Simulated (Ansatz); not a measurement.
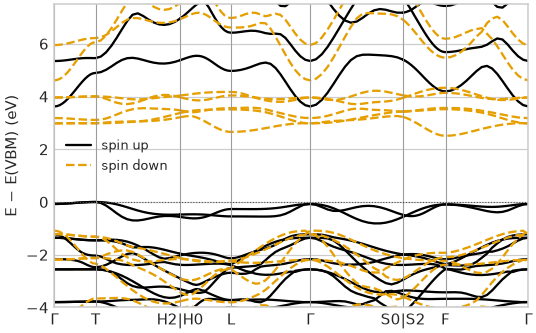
Figure. Band structure from DFT-r²SCAN+D4 in the program Ansatz with PAW potentials

### Question
Read off the gap and where the band edges lie.

### Answer
About 2.5 eV (2.51 eV by a search for the band edges); maximum at T, minimum at F.

### Question
Which compound is it?
A. Bi2Se3, R-3m (Bi on 6c, Se on 3a, Se on 6c)
B. InSe, R3m (In on 3a, In on 3a, Se on 3a, Se on 3a)
C. MnBr2, R-3m (Mn on 3a, Br on 6c)
D. CrI3, R-3 (Cr on 6c, I on 18f)

### Answer
C, MnBr2, R-3m (Mn on 3a, Br on 6c)

The workflow started from a Materials Project entry (that database holds measured and hypothetical structures alike); the Crystallography Open Database copy checked does not list it. COD files the formula under space group No. 164. Its standing as an ambient phase is unchecked. Symmetry was held in the r²SCAN+D4 relaxation; whether a distortion lowers the energy is not shown. The final state is ferromagnetic, chosen from 4 collinear starts compared on coarse meshes (ties went to the first, and starts can fall back to one state), not a proven ground state. Other orbital occupations within this spin state were not tried. No Hubbard U is applied. Scalar-relativistic: spin–orbit coupling is off unless named, which matters more the heavier the elements.

Potentials: the later of the program's two PAW sets.
